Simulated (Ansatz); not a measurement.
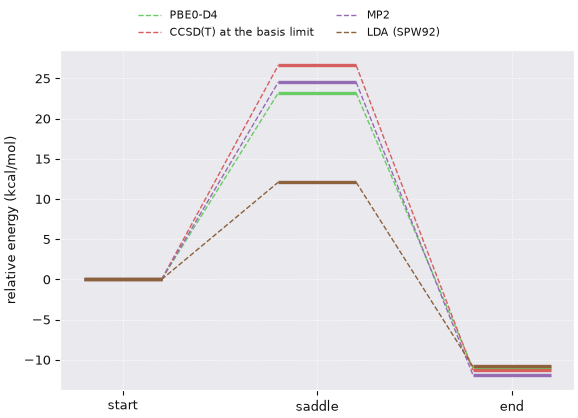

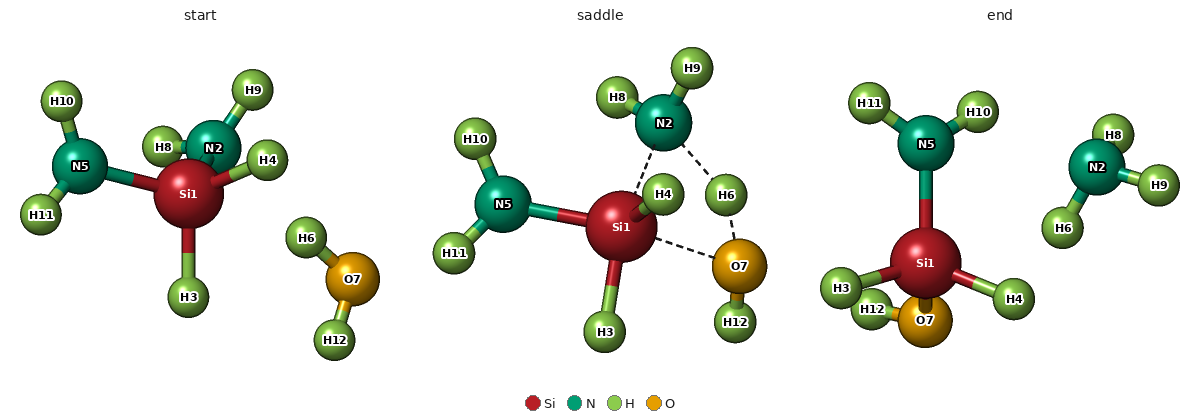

One elementary step of SiN₂H₈O: start, first-order saddle point (changing pairs dashed) and end. Electronic energies at PBE0-D4/def2-TZVP geometries, energies in def2-TZVPP, the Ansatz code; cores frozen in correlated methods, no zero-point terms. Start and end are the structures at the ends of the path (complexes, where there are several molecules). The limit is the MP2 basis limit plus CCSD(T) less MP2 in triple zeta. Lines between the levels only guide the eye.

In the step Si1–O7 (3.81 → 1.98 → 1.66 Å) and N2–H6 (2.02 → 1.38 → 1.02 Å) form; Si1–N2 (1.73 → 1.90 → 3.45 Å) and H6–O7 (0.97 → 1.12 → 2.48 Å) break (lengths at start, saddle and end; changes of bond order aren't listed).

Question: Is the step uphill or downhill with PBE0-D4?

Answer: Downhill by 11.0 kcal/mol in electronic energy, over a barrier of 23.2 kcal/mol.

Question: What are the heights of saddle and end over the start, in kcal/mol?

Answer:
| level | barrier | reverse barrier | step energy |
| --- | --- | --- | --- |
| PBE0-D4 | 23.2 | 34.2 | −11.0 |
| CCSD(T) at the basis limit | 26.6 | 37.9 | −11.3 |
| MP2 | 24.5 | 36.4 | −11.8 |
| LDA (SPW92) | 12.1 | 22.9 | −10.8 |
